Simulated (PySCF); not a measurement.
Molecule: In(H)(F)(Br), HBrFIn, SMILES [F][InH][Br]. Atoms near the plane z = 0.0 Å, at the PBE0/def2-SVP optimised geometry (x, y, z in Å): In1 (-0.1, 0.1, 0.0), H2 (1.6, 0.1, 0.0), F3 (-1.1, 1.8, 0.0), Br4 (-1.6, -1.8, 0.0).

Level of theory: PBE0/def2-TZVP, def2 effective core potentials past Kr (PySCF). The core electrons that the potentials of In replace are not part of the density. Cells within 0.4 Å of a nucleus heavier than hydrogen are left out (blank, or x). The values are rescaled to run from 0 to 1.

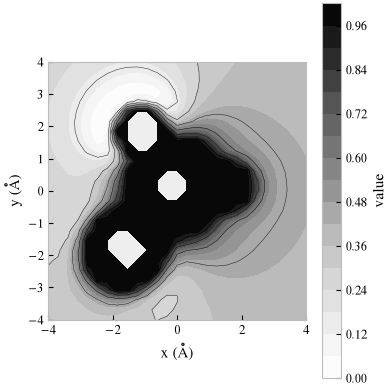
Figure. a field on the plane z = 0.0 Å.

**Question.** Which quantity is mapped?
A. deformation density (molecule minus spherical neutral atoms)
B. an orbital amplitude
C. electrostatic potential
D. electron localisation function

**Answer.** C, electrostatic potential. In full: electrostatic potential (hartree/e), clipped to [-0.08, 0.12].
